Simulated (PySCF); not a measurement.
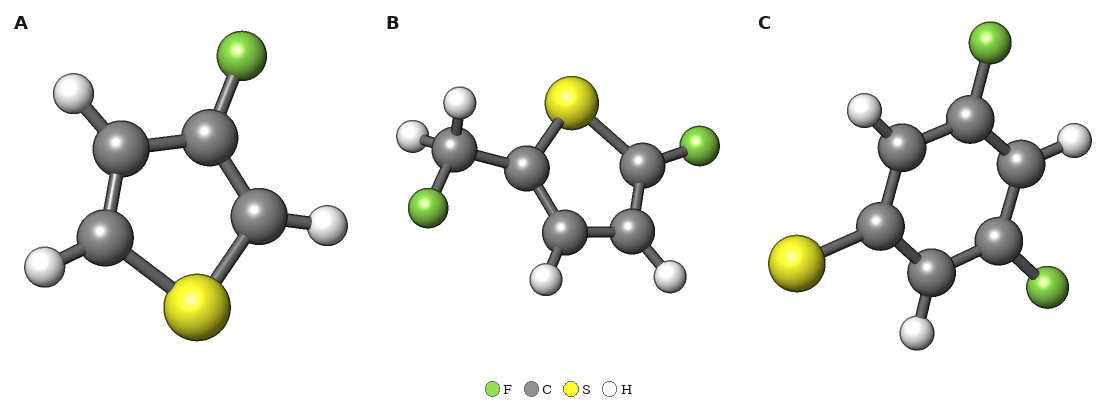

Source: calculation with PySCF.

```xyz
9
charge 0, multiplicity 1
F    -1.6748   -1.4876    0.3756
C    -0.7717   -0.5243    0.1375
C     0.6204   -0.7720    0.1340
C     1.3173    0.3608   -0.1304
S     0.2918    1.7189   -0.3739
C    -1.1115    0.7657   -0.1183
H     1.0526   -1.7375    0.3179
H     2.3791    0.4844   -0.1981
H    -2.0896    1.1977   -0.1695
```

Which panel shows the molecule in this file?

A. The file holds C4H3FS, `Fc1ccsc1`.
